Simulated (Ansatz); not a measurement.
## Molecular dynamics of SnH$_{4}$O$_{3}$ (part 3 of 3)

SnH$_{4}$O$_{3}$; RKS PBE0-D4/def2-SVP (Ansatz 0.2.0). It belongs to a series of runs on one base structure; here: dynamics from the highest image of the converged band.

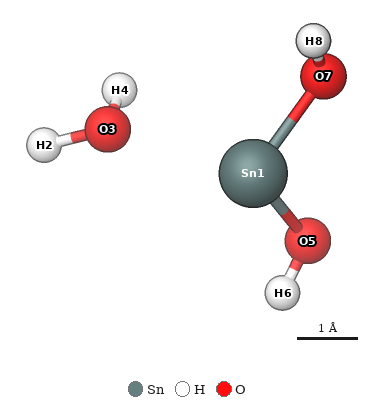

The geometry at step 91 of the log (ball-and-stick view, seen at a tilt; atoms are numbered from 1 in the order of the input).

## Log, continued
```
md step   199: t =    99.50 fs  T =  1843.4 K  F+E_penalty+E_count = -12026.51730553 eV  E_kin = 1.429651 eV  conserved = -12025.08765487 eV  (31 SCF iters, 3 dispersion substeps)
these checks for a lower state are left out or cut short: starts, cluster_reference, orbital_swaps, neighbouring_geometries, increment
1013 factors; integrals over basis functions are off by at most 1.0e-3 eV
mean field -12026.15975605 eV, -441.9532194108 hartree, gradient 8.0e-6 eV, S^2 0.000000; 0 other end points of the search recorded, 0 dependent functions left out
the calculation of the forces begins
reference -12026.15978360 eV, -441.9532204234 hartree; 25, 25 occupied and 63, 63 virtual orbitals, 1013 factors
1013 factors; integrals over basis functions are off by at most 1.0e-3 eV
mean field -12026.15975605 eV, -441.9532194108 hartree, gradient 8.0e-6 eV, S^2 0.000000; 1 other end points of the search recorded, 0 dependent functions left out
the calculation of the forces begins
reference -12026.15978360 eV, -441.9532204234 hartree; 25, 25 occupied and 63, 63 virtual orbitals, 1013 factors
md step   200: t =   100.00 fs  T =  1505.7 K  F+E_penalty+E_count = -12026.25243647 eV  E_kin = 1.167725 eV  conserved = -12025.08471150 eV  (28 SCF iters, 3 dispersion substeps)
```

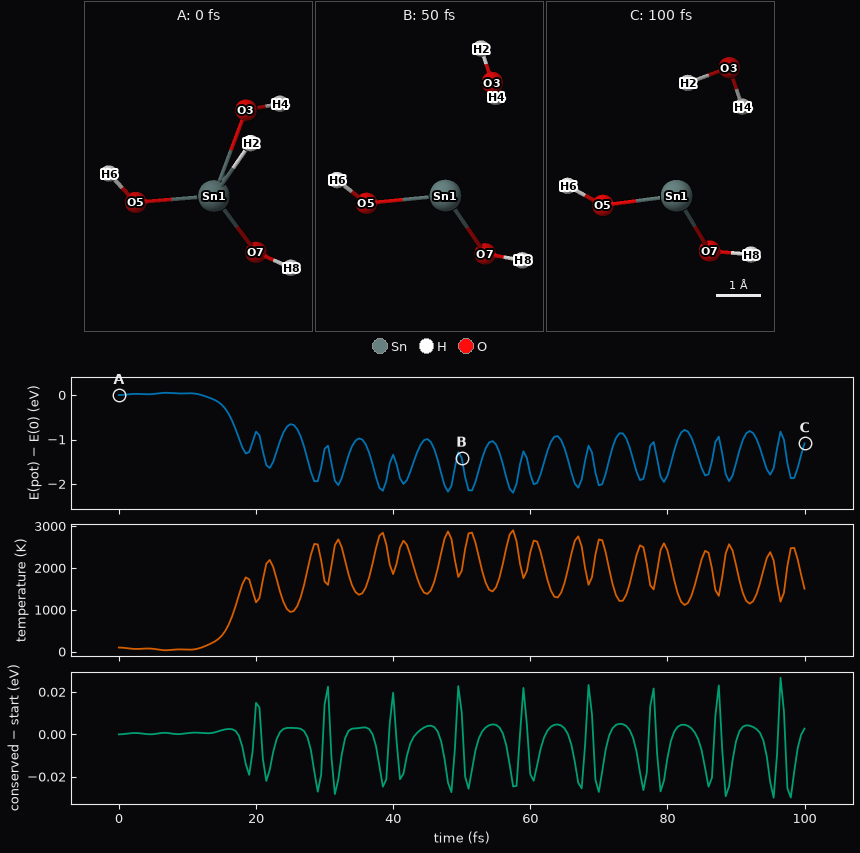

Frames of the molecular dynamics (ball-and-stick, seen at a tilt) above the curves, on which the letters mark them. The trajectory kept here has 201 frames over 100 fs. The temperature starts at 100 K, ranges from 35 to 2902 K and averages 1961 K over the second half. The potential energy ends 1.087 eV below its first value. The conserved quantity stays within 0.057 eV. After an unweighted best fit of the last frame on the first, the root-mean-square displacement is 0.90 Å.

```
Total energy: -12026.25246403 eV, -441.9566263663 hartree
Atom 0 at    -0.834557    -0.071979     0.510445 Å, force     0.189715    -0.088478    -1.400519 eV/Å
Atom 1 at     2.688495     0.711421     0.136699 Å, force     4.544930    -3.306252     0.850722 eV/Å
Atom 2 at     3.631538     0.029868     0.345242 Å, force    -4.959099     1.975197    -1.741591 eV/Å
Atom 3 at     3.388192    -0.765197    -0.213840 Å, force     0.300954     1.341192     0.820974 eV/Å
Atom 4 at    -0.724496     0.975574    -1.215287 Å, force     0.040203    -0.249582     0.558347 eV/Å
Atom 5 at    -0.864383     1.923076    -1.199305 Å, force    -0.089216     0.328312     0.138796 eV/Å
Atom 6 at    -0.467944    -1.622790    -0.746945 Å, force    -0.055621     0.520398     0.706049 eV/Å
Atom 7 at    -0.337426    -2.407950    -0.213024 Å, force     0.028135    -0.520787     0.067221 eV/Å
Dipole moment:    -0.480621     0.094469     0.511139 e Å
```

## Trajectory as extended XYZ (Å, eV, eV/Å), 12 of the 201 frames kept, from step=0 to step=200
```
8
Properties=species:S:1:pos:R:3:forces:R:3 step=0 time_fs=0.0 energy=-12025.16499 temperature=100.0
Sn   -0.4343   -0.0799    0.4052    0.0000   0.0001  -0.0003
H     0.7224    0.0300    1.7412   -0.0001  -0.0001  -0.0001
O     1.6774    0.1162    0.4802   -0.0001   0.0000  -0.0001
H     2.2621   -0.6147    0.2252    0.0000  -0.0002   0.0001
O    -1.0923    1.1428   -0.9980    0.0002   0.0001   0.0006
H    -0.8532    2.0582   -0.8079   -0.0002   0.0000  -0.0004
O    -0.8822   -1.7858   -0.4932    0.0003   0.0001   0.0004
H    -0.9652   -2.5152    0.1319    0.0000   0.0000  -0.0002
8
Properties=species:S:1:pos:R:3:forces:R:3 step=18 time_fs=9.0 energy=-12025.13014 temperature=55.3
Sn   -0.4352   -0.0798    0.4077   -0.2855   0.1069  -0.5157
H     0.7584    0.0225    1.7229    0.3261   0.0478  -0.2551
O     1.6978    0.1170    0.4819   -0.0031  -0.1471   0.3230
H     2.3145   -0.6189    0.3124   -0.2209   0.1596  -0.0019
O    -1.1031    1.1456   -1.0055    0.1326  -0.0338   0.1502
H    -0.8571    2.0686   -0.8560   -0.0064  -0.1257   0.0419
O    -0.8941   -1.7956   -0.5132    0.1544   0.2473   0.5628
H    -0.9051   -2.4268    0.2213   -0.0973  -0.2551  -0.3051
8
Properties=species:S:1:pos:R:3:forces:R:3 step=36 time_fs=18.0 energy=-12026.34336 temperature=1611.9
Sn   -0.4397   -0.0792    0.4075   -3.8152  -0.0914   0.2159
H     1.1976    0.0488    1.4236    2.3556   0.0604  -0.8448
O     1.7127    0.1200    0.5064    1.3964  -0.2610   1.1235
H     2.3220   -0.6433    0.3908   -0.3421   0.3734   0.2166
O    -1.1087    1.1425   -1.0087    0.2515   0.1627  -0.4060
H    -0.8487    2.0633   -0.8643   -0.0716  -0.2073   0.0171
O    -0.8988   -1.7942   -0.5131    0.2518  -0.2389  -0.1251
H    -0.9074   -2.5116    0.1390   -0.0265   0.2023  -0.1972
8
Properties=species:S:1:pos:R:3:forces:R:3 step=55 time_fs=27.5 energy=-12026.60129 temperature=1950.3
Sn   -0.4639   -0.0790    0.4101   -1.8245  -0.0063   1.6036
H     2.1193    0.1966    1.6147   -1.5454  -0.1171  -4.6240
O     1.8222    0.1233    0.5215    3.6387  -1.1052   4.1580
H     2.3513   -0.6954    0.2792   -0.7234   1.1691  -0.0066
O    -1.1044    1.1369   -1.0314    0.3123   0.3582  -0.5391
H    -0.8511    2.0532   -0.8362   -0.1289  -0.2978  -0.0708
O    -0.8912   -1.7935   -0.5235    0.1866  -0.5214  -0.4478
H    -0.9322   -2.6033    0.0107    0.0846   0.5205  -0.0732
8
Properties=species:S:1:pos:R:3:forces:R:3 step=73 time_fs=36.5 energy=-12026.46325 temperature=1777.2
Sn   -0.5001   -0.0788    0.4224   -0.8081   0.0615   0.7159
H     2.7983    0.5844    1.2905   -3.4227  -2.6331  -3.7135
O     2.0107    0.0988    0.5620    3.8560   0.8598   1.7406
H     2.4188   -0.5871   -0.0704   -0.1392   1.6253   1.6281
O    -1.0881    1.1334   -1.0805    0.3613   0.1336  -0.0034
H    -0.8920    2.0479   -0.8182   -0.1158  -0.2854  -0.1481
O    -0.8731   -1.7987   -0.5651    0.1770  -0.2626  -0.0160
H    -0.9100   -2.5858    0.0066    0.0915   0.5010  -0.2036
8
Properties=species:S:1:pos:R:3:forces:R:3 step=91 time_fs=45.5 energy=-12026.22088 temperature=1466.8
Sn   -0.5427   -0.0783    0.4394   -0.4238   0.1094  -0.4749
H     3.2682    0.7118    0.6794   -5.0664  -2.5616   0.0701
O     2.2259    0.0786    0.5928    6.4926   1.6798  -2.2462
H     2.6123   -0.3920   -0.2467   -1.5315   0.7815   2.0163
O    -1.0567    1.1221   -1.1335    0.3456  -0.0973   0.5583
H    -0.9755    2.0474   -0.8496   -0.0434  -0.2795  -0.1464
O    -0.8450   -1.7968   -0.6201    0.2098   0.1489   0.6930
H    -0.8360   -2.5022    0.0541    0.0171   0.2188  -0.4702
8
Properties=species:S:1:pos:R:3:forces:R:3 step=109 time_fs=54.5 energy=-12026.20004 temperature=1440.7
Sn   -0.5887   -0.0770    0.4539   -0.2733   0.1683  -0.6591
H     3.1500    1.0777    0.5103   -3.2402  -5.1897  -0.4022
O     2.5065    0.0499    0.5810    1.9179   3.3339  -1.7616
H     2.3382   -0.3842   -0.3392    1.0736   1.7440   1.9697
O    -1.0094    1.0943   -1.1657    0.2160  -0.1420   0.5565
H    -1.0757    2.0321   -0.9286    0.0581  -0.2584  -0.0326
O    -0.8061   -1.7726   -0.6588    0.2686   0.1680   0.7934
H    -0.7441   -2.4964   -0.0078   -0.0207   0.1758  -0.4640
8
Properties=species:S:1:pos:R:3:forces:R:3 step=127 time_fs=63.5 energy=-12026.10296 temperature=1315.2
Sn   -0.6368   -0.0749    0.4645   -0.1100  -0.0720  -0.1826
H     2.8565    1.1740    0.1524   -0.1335  -5.1496   2.4711
O     2.7713    0.0230    0.5671   -1.3311   5.2673  -5.2024
H     2.3401   -0.2093   -0.3554    1.2506  -0.1679   2.5678
O    -0.9508    1.0504   -1.1745    0.0688   0.0240   0.1584
H    -1.1460    1.9806   -0.9972    0.0934  -0.1394   0.0470
O    -0.7562   -1.7265   -0.6736    0.1679  -0.1618   0.2491
H    -0.6458   -2.5710   -0.2056   -0.0060   0.3994  -0.1085
8
Properties=species:S:1:pos:R:3:forces:R:3 step=145 time_fs=72.5 energy=-12026.13155 temperature=1352.0
Sn   -0.6857   -0.0732    0.4737    0.0550  -0.0996   0.4380
H     2.7999    1.2003    0.4298    0.4411  -6.0253  -0.4828
O     3.0023    0.0315    0.4925   -1.5846   3.5169  -0.7762
H     2.4940   -0.5671   -0.1683    0.9428   2.4658   1.1483
O    -0.8881    1.0025   -1.1761   -0.0937   0.3322  -0.2244
H    -1.1617    1.9141   -1.0221    0.0821   0.0342  -0.0032
O    -0.6993   -1.6747   -0.6830    0.1860  -0.4495  -0.2910
H    -0.5288   -2.5733   -0.3757   -0.0287   0.2254   0.1913
8
Properties=species:S:1:pos:R:3:forces:R:3 step=164 time_fs=82.0 energy=-12026.00895 temperature=1194.0
Sn   -0.7373   -0.0721    0.4861   -0.0103  -0.1227   0.4032
H     2.5123    0.9859    0.3015    3.7945  -4.2210   0.8365
O     3.2531    0.0286    0.4452   -5.8747   3.1730  -2.3525
H     2.6261   -0.5470   -0.1422    1.9435   1.0338   1.4101
O    -0.8261    0.9685   -1.1877   -0.0496   0.3614  -0.2143
H    -1.1092    1.8763   -1.0523    0.0125   0.2761  -0.0500
O    -0.6307   -1.6354   -0.7080    0.1951  -0.3212  -0.2651
H    -0.4085   -2.5058   -0.3733   -0.0109  -0.1794   0.2320
8
Properties=species:S:1:pos:R:3:forces:R:3 step=182 time_fs=91.0 energy=-12026.17527 temperature=1407.3
Sn   -0.7861   -0.0719    0.5001    0.0580  -0.0588  -0.5724
H     2.6665    0.9240    0.3598    3.4202  -4.7637  -0.3595
O     3.4361    0.0315    0.3861   -3.7596   2.3148  -0.7834
H     3.0868   -0.7689   -0.1482    0.2104   2.4557   1.0801
O    -0.7733    0.9627   -1.2067   -0.0145   0.1117   0.2072
H    -0.9997    1.8914   -1.1297   -0.0359   0.3079   0.0248
O    -0.5541   -1.6225   -0.7391    0.1283   0.0331   0.3249
H    -0.3417   -2.4254   -0.2596   -0.0070  -0.4009   0.0781
8
Properties=species:S:1:pos:R:3:forces:R:3 step=200 time_fs=100.0 energy=-12026.25244 temperature=1505.7
Sn   -0.8346   -0.0720    0.5104    0.1897  -0.0885  -1.4005
H     2.6885    0.7114    0.1367    4.5449  -3.3063   0.8507
O     3.6315    0.0299    0.3452   -4.9591   1.9752  -1.7416
H     3.3882   -0.7652   -0.2138    0.3010   1.3412   0.8210
O    -0.7245    0.9756   -1.2153    0.0402  -0.2496   0.5583
H    -0.8644    1.9231   -1.1993   -0.0892   0.3283   0.1388
O    -0.4679   -1.6228   -0.7469   -0.0556   0.5204   0.7060
H    -0.3374   -2.4080   -0.2130    0.0281  -0.5208   0.0672
```

The run was set up as follows.

## Input file
```yaml
crystal:
  periodic: [false, false, false]
  atoms:
    - { symbol: Sn, position_ang: [-0.434302, -0.079902, 0.405187] }
    - { symbol: H, position_ang: [0.722447, 0.030035, 1.74117] }
    - { symbol: O, position_ang: [1.677423, 0.116168, 0.480154] }
    - { symbol: H, position_ang: [2.262109, -0.614746, 0.225223] }
    - { symbol: O, position_ang: [-1.092311, 1.142781, -0.99805] }
    - { symbol: H, position_ang: [-0.853174, 2.058162, -0.807947] }
    - { symbol: O, position_ang: [-0.882178, -1.785816, -0.493237] }
    - { symbol: H, position_ang: [-0.965215, -2.515183, 0.131899] }
basis:
  gaussian: { orbitals: def2-SVP }
hamiltonian:
  xc: pbe0
  dispersion: d4
md:
  timestep: 0.5
  n_steps: 200
  ensemble: nve
  temperature: 100.0
  initial_velocities: maxwell_boltzmann
  seed: 3257
```

Run as:
```bash
ansatz run input.yaml --threads 2 --pin off --max-ram 3072MiB --backend cpu --events-out ev --progress --plain --runs-dir out
```

## Key numbers

| quantity | value |
| --- | --- |
| outcome | finished |
| mean temperature over the second half | 1961 K |
| trajectory | 200 steps, 100 fs |
| ensemble | nve |
| temperature in the input | 100.0 K |
| time step | 0.5 fs |
| potential energy (last step) | −12026.2525 eV |
| mean-field energy (last step) | −12026.1598 eV |
| largest force (length of the vector) (last step) | 5.684 eV/Å |
| hardware | 2 threads of Arm Neoverse N1, 24 GiB of memory available, shared host |
| wall time | 11 min (CPU time 22 min) |
| peak memory | 0.18 GiB |

## Notes

So short a trajectory is not equilibrated.
